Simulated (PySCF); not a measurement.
# NMR shielding calculation of C$_{4}$H$_{9}$BO$_{2}$S

C$_{4}$H$_{9}$BO$_{2}$S, computed with GIAO PBE/pcSseg-1 NMR shielding, non-relativistic, gas phase (PySCF 2.14.0).

The geometry comes from this level: PBE0-D3(BJ)/def2-SVP. It belongs to a series of runs on one base structure; here: H on C replaced by SCH3. Figures and captions count atoms from 1; the log counts them from 0 in places.

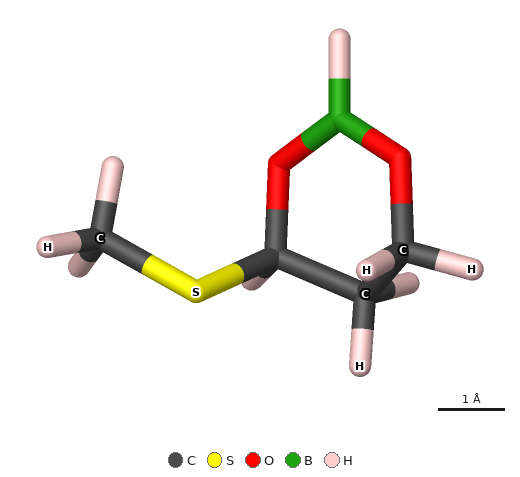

**Figure 1.** The structure as given in the input (stick view, seen at a tilt).

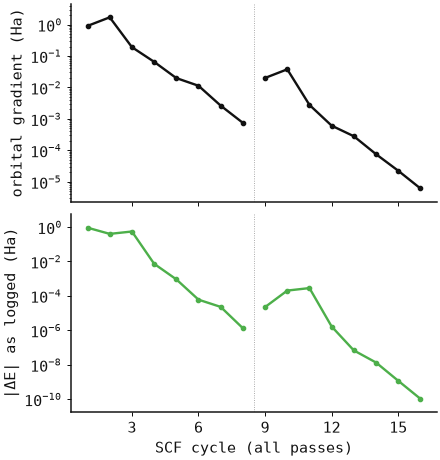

**Figure 2.** Convergence of the self-consistent field: orbital gradient and size of the energy change against the SCF cycle. The dotted line marks the change from a coarse to the final integration grid. The first 8 cycles use a coarse grid, the final grid takes over at cycle 9, and the field converges after 16 cycles in all.

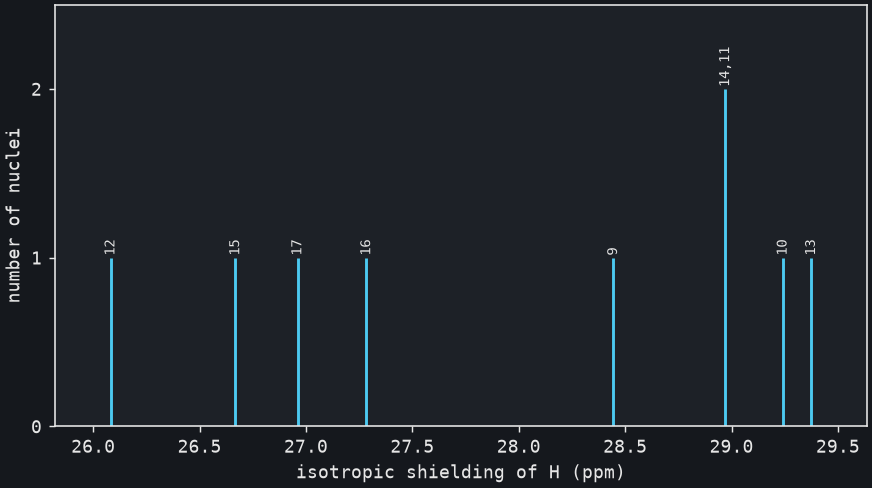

**Figure 3.** Isotropic shieldings of the hydrogen nuclei in this fixed geometry, labelled by atom number; shielding grows to the right, so chemical shift grows to the left. The least shielded is H12 (26.1 ppm), the most shielded H13 (29.4 ppm).

The input and output of the run follow.

Input file
```
{"job": {"kind": "nmr", "xc": "PBE", "basis": "pcSseg-1", "pop": false}, "charge": 0, "multiplicity": 1}
C      2.777447    -0.030511     0.040327
S      1.324641     0.829223     0.675750
C      0.133525     0.367806    -0.628075
C     -1.218399     0.994605    -0.318345
C     -1.856193     0.307250     0.875001
O     -1.855948    -1.096938     0.722332
B     -0.937100    -1.707693    -0.061628
O      0.026646    -1.027869    -0.753602
H      2.547164    -1.092224    -0.123135
H      3.562260     0.056328     0.803853
H      3.136886     0.423980    -0.895091
H      0.530201     0.743661    -1.584394
H     -1.106318     2.073285    -0.131437
H     -1.861463     0.877014    -1.206387
H     -1.316039     0.562040     1.802443
H     -2.900745     0.632194     0.999086
H     -0.980139    -2.905904    -0.179777
```

The first line tells a small driver script what to run in PySCF; the rest is the geometry in Å.

Run as:
```bash
OMP_NUM_THREADS=1 python <driver script> task.json out
```

Output
```
coarse grid: 14808 points
cycle   1  E = -730.5355814724  dE =  9.024e-01  |g| = 9.037e-01  |ddm| = 3.723e+00
cycle   2  E = -730.1412677250  dE =  3.943e-01  |g| = 1.693e+00  |ddm| = 2.027e+00
cycle   3  E = -730.6832364388  dE = -5.420e-01  |g| = 1.907e-01  |ddm| = 1.492e+00
cycle   4  E = -730.6904822280  dE = -7.246e-03  |g| = 6.519e-02  |ddm| = 2.216e-01
cycle   5  E = -730.6913842345  dE = -9.020e-04  |g| = 1.983e-02  |ddm| = 6.181e-02
cycle   6  E = -730.6914437332  dE = -5.950e-05  |g| = 1.130e-02  |ddm| = 2.249e-02
cycle   7  E = -730.6914663312  dE = -2.260e-05  |g| = 2.638e-03  |ddm| = 9.065e-03
cycle   8  E = -730.6914676400  dE = -1.309e-06  |g| = 7.478e-04  |ddm| = 2.855e-03
final grid: 138552 points
cycle   9  E = -730.7852581985  dE = -2.210e-05  |g| = 2.002e-02  |ddm| = 3.787e-02
cycle  10  E = -730.7850575904  dE =  2.006e-04  |g| = 3.765e-02  |ddm| = 3.768e-02
cycle  11  E = -730.7853381020  dE = -2.805e-04  |g| = 2.781e-03  |ddm| = 2.579e-02
cycle  12  E = -730.7853397429  dE = -1.641e-06  |g| = 6.088e-04  |ddm| = 2.595e-03
cycle  13  E = -730.7853398100  dE = -6.711e-08  |g| = 2.809e-04  |ddm| = 6.694e-04
cycle  14  E = -730.7853398233  dE = -1.329e-08  |g| = 7.553e-05  |ddm| = 2.306e-04
cycle  15  E = -730.7853398245  dE = -1.157e-09  |g| = 2.248e-05  |ddm| = 8.906e-05
cycle  16  E = -730.7853398246  dE = -1.037e-10  |g| = 6.153e-06  |ddm| = 2.501e-05
converged SCF energy = -730.7853398246

GIAO shielding tensors (ppm)
atom      isotropic    diamagn.    paramagn.     s11        s22        s33       span
  0 C      162.236     249.611     -87.374    148.134    155.777    182.798     34.665
  1 S      428.369    1058.699    -630.330    217.929    389.902    677.277    459.348
  2 C       97.904     248.606    -150.702     67.315    108.003    118.393     51.078
  3 C      144.917     252.069    -107.152    134.941    146.413    153.396     18.455
  4 C      118.146     245.871    -127.725     95.532    102.892    156.015     60.484
  5 O      184.388     392.885    -208.497     45.650    172.332    335.182    289.532
  6 B       72.861     199.220    -126.358     54.982     70.390     93.213     38.231
  7 O      159.958     396.530    -236.572      6.612    149.541    323.723    317.110
  8 H       28.445      30.349      -1.904     22.622     28.051     34.661     12.039
  9 H       29.241      28.231       1.011     24.506     26.347     36.871     12.365
 10 H       28.981      29.032      -0.051     24.030     26.499     36.414     12.384
 11 H       26.082      31.950      -5.868     22.569     25.170     30.508      7.938
 12 H       29.375      30.849      -1.474     25.131     28.524     34.469      9.337
 13 H       28.960      30.547      -1.587     24.594     27.373     34.914     10.320
 14 H       26.669      30.084      -3.415     23.361     26.236     30.409      7.048
 15 H       27.284      27.536      -0.251     22.825     26.476     32.551      9.726
 16 H       26.961      29.425      -2.465     23.795     26.085     31.002      7.207
```

Key numbers

| quantity | value |
| --- | --- |
| outcome | converged |
| total energy | −730.785340 hartree |
| HOMO | −5.48 eV |
| LUMO | −0.52 eV |
| dipole moment | 2.17 D |
| isotropic shielding, C | 97.9 to 162.2 ppm |
| isotropic shielding, S | 428.4 ppm |
| isotropic shielding, O | 160.0 to 184.4 ppm |
| isotropic shielding, B | 72.9 ppm |
| isotropic shielding, H | 26.1 to 29.4 ppm |
| hardware | 1 CPU thread, shared host |
| wall time | 33 s |
| peak memory | 0.89 GiB |
